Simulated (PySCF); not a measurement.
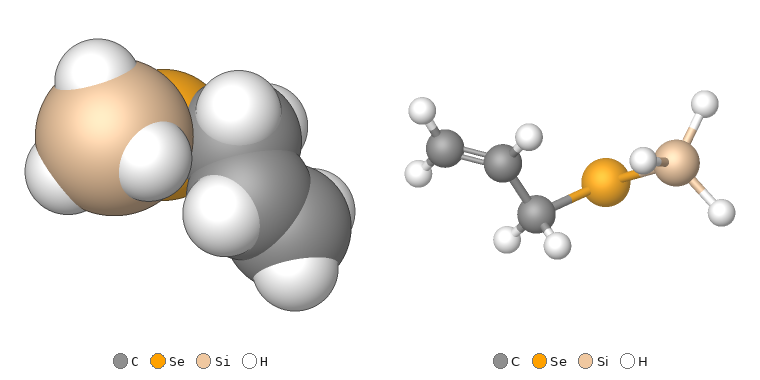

The same structure drawn twice, from different directions.

The geometry was computed by an optimisation with GFN2-xTB. No frequency run is at hand to confirm it as a minimum.

**Give the formula.**

C3H8SeSi, 13 atoms: 3 carbon, 8 hydrogen, 1 selenium and 1 silicon.

**What is the point group of this geometry?**

C1.

**Name some functional groups or characteristic bonds that it holds.**

Among them: alkene, Si–H bond.

**Count the bonded pairs by element.**

5 C–H, 3 Si–H, 2 C–C, 1 C–Se, 1 Se–Si.

More results for the same structure follow; atom numbers are the same in all pictures, views and colours differ.

## Shape

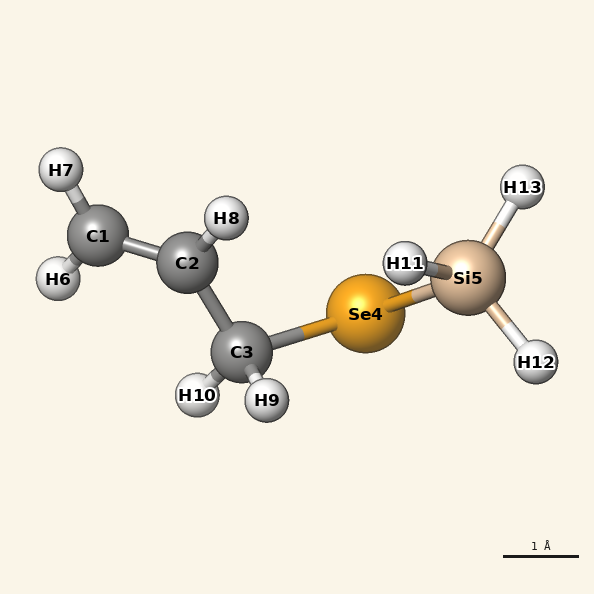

No frequency run is at hand to confirm it as a minimum.

**Describe the coordination of atom 3.**

C3 has 4 neighbours (C2 at 1.48, Se4 at 2.00, H9 at 1.09, H10 at 1.09 Å); the arrangement is tetrahedral.

**How are the neighbours of atom 1 arranged?**

C1 has 3 neighbours (C2 at 1.32, H6 at 1.08, H7 at 1.08 Å); the arrangement is trigonal planar.

**What is the geometry at C2?**

C2 has 3 neighbours (C1 at 1.32, C3 at 1.48, H8 at 1.08 Å); the arrangement is trigonal planar.

**Describe the coordination of atom 5.**

Si5 has 4 neighbours (Se4 at 2.28, H11 at 1.46, H12 at 1.46, H13 at 1.46 Å); the arrangement is tetrahedral.

**What is the dihedral angle C1–C2–C3–Se4?**

114° in size, that is anticlinal.

## Dipole moment

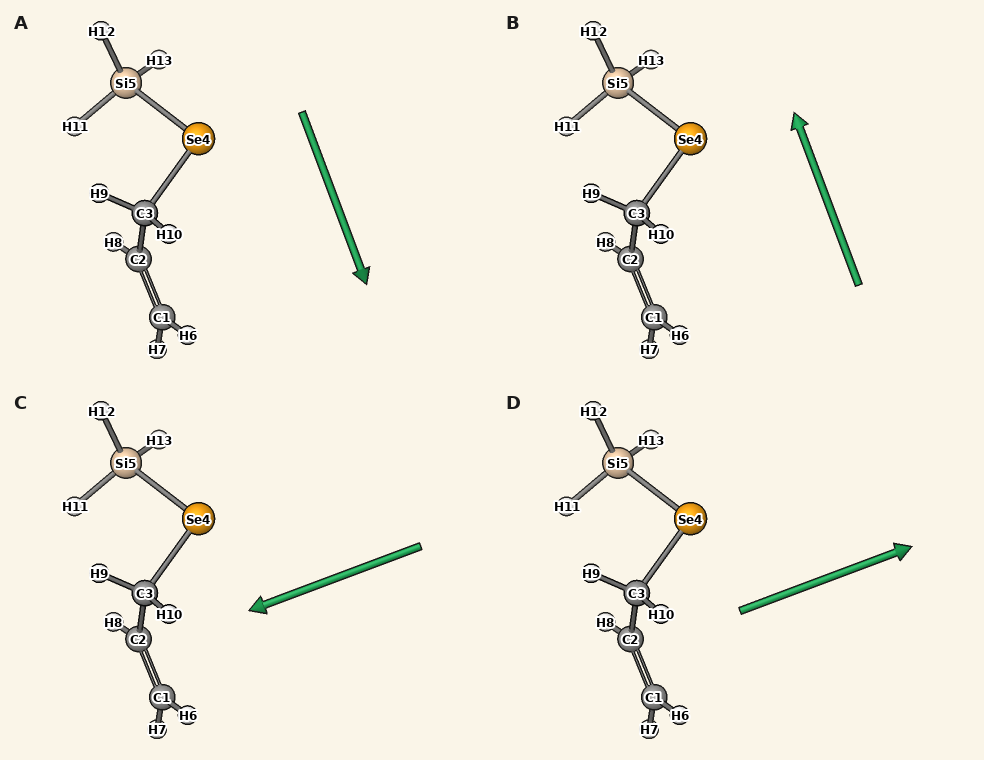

The same molecule four times, each with an arrow. No frequency run is at hand to confirm it as a minimum. Method: CAM-B3LYP/def2-SVPD, gas phase (PySCF 2.14.0).

**Which arrow points along the dipole moment, from the negative to the positive end?**

C. The dipole moment is 1.34 D; it points from the side of Se4 to the side of H7, H8, H11 (the outermost atoms at the two ends).

## Excitation

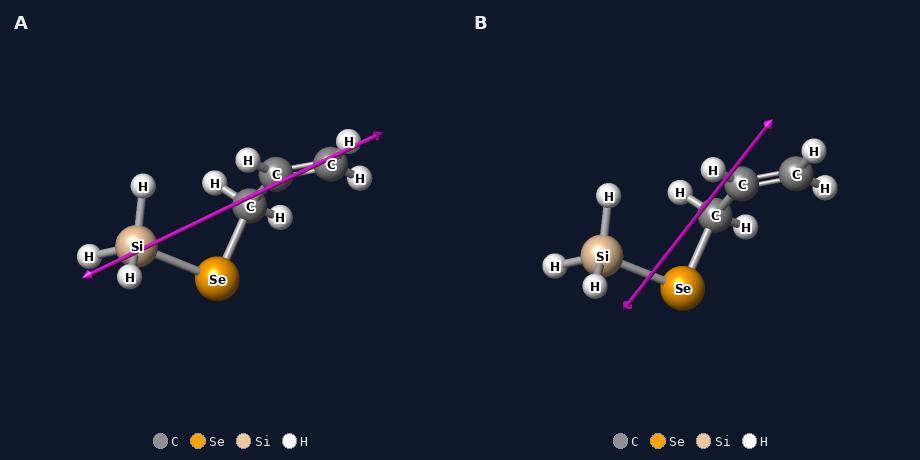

The double arrows show the directions of two transition dipoles from the ground state (lengths mean nothing). No frequency run is at hand to confirm it as a minimum. Properties computed with TDDFT CAM-B3LYP/def2-SVPD, vertical, gas phase, core orbitals frozen in the response (PySCF 2.14.0).

**One belongs to singlet state 3 and one to singlet state 6. Which is which?**

A: state 6, 6.66 eV (186 nm), oscillator strength 0.040, of mixed character, with the largest part HOMO → LUMO+5 (weight 0.47).
B: state 3, 6.13 eV (202 nm), oscillator strength 0.022, mainly HOMO → LUMO+2 (weight 0.82).

## Polarisability

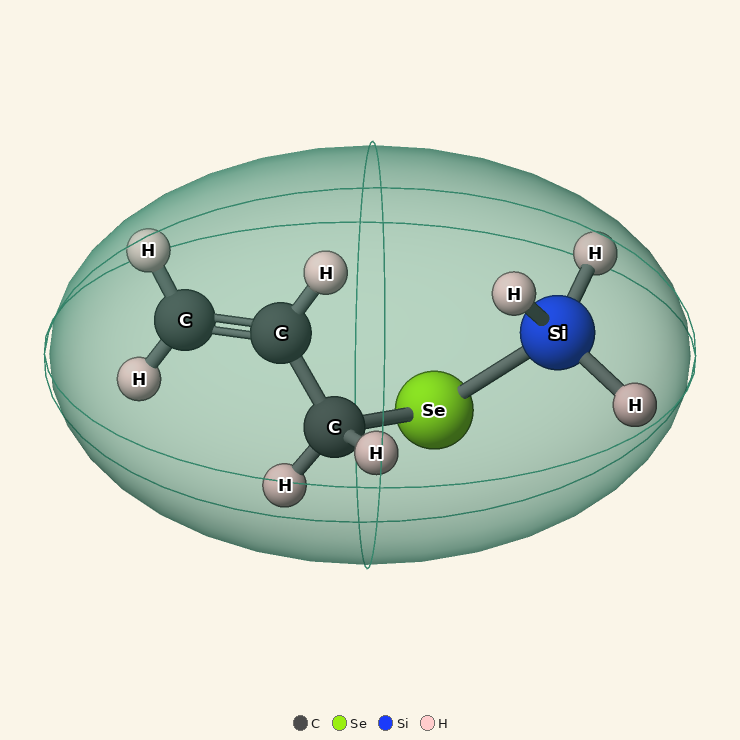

The ellipsoid shows the static dipole polarisability: its half-axes are proportional to the principal values. No frequency run is at hand to confirm it as a minimum. Method: CAM-B3LYP/def2-SVPD (PySCF 2.14.0).

**Give the principal values, the mean and the anisotropy.**

Principal values 75.8, 86.1, 124.7 bohr³; mean 95.5 bohr³ (14.16 Å³); anisotropy 44.6 bohr³, so the longest axis is 1.65 times the shortest.

The geometry is semi-empirical. Around Se, Si such bond lengths and angles can be off by a tenth of an ångström or more and by several degrees, and values that hang on the shape move with them.
